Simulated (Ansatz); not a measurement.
The compound is HgP (space group P6_3/mmc, No. 194), taken as the end point of a relaxation with DFT PBEsol, scalar-relativistic, plane waves, PAW in Ansatz 0.2.0; the starting structure was generated, so it need not be a known form of this composition.

```xyz
4
Lattice="3.6758 0.0000 0.0000 -1.8379 3.1833 0.0000 0.0000 0.0000 6.8555" Properties=species:S:1:pos:R:3 pbc="T T T"
Hg    0.0000    0.0000    0.0000
Hg    0.0000    0.0000    3.4277
P     0.0000    2.1222    1.7139
P     1.8379    1.0611    5.1416
```

Describe the stacking along c, with columns A (0, 0), B (1/3, 2/3), C (2/3, 1/3) of the hexagonal mesh.

Hg(A) – P(B) – Hg(A) – P(C) (four layers in 6.86 Å).

P layers alone: BC, the hexagonal close-packed type.

Hg: two octahedral sites (per hexagonal cell).

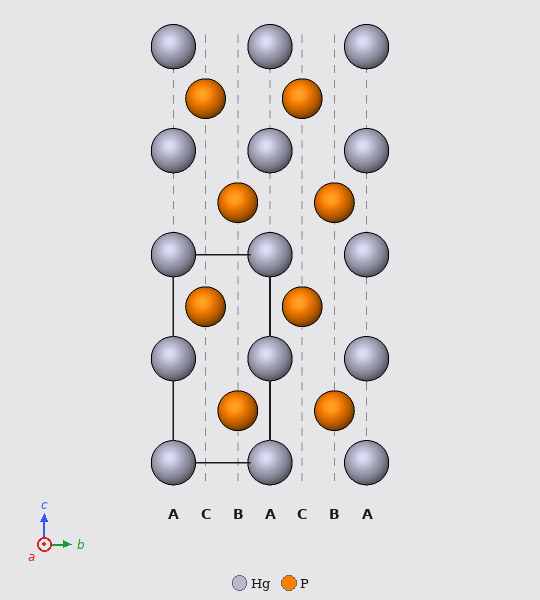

The picture looks along a close-packed row of the hexagonal mesh; c points upwards. The dashed lines mark the three columns A (0, 0), B (1/3, 2/3) and C (2/3, 1/3). The sequence starts with the first layer at or above the cell's origin.
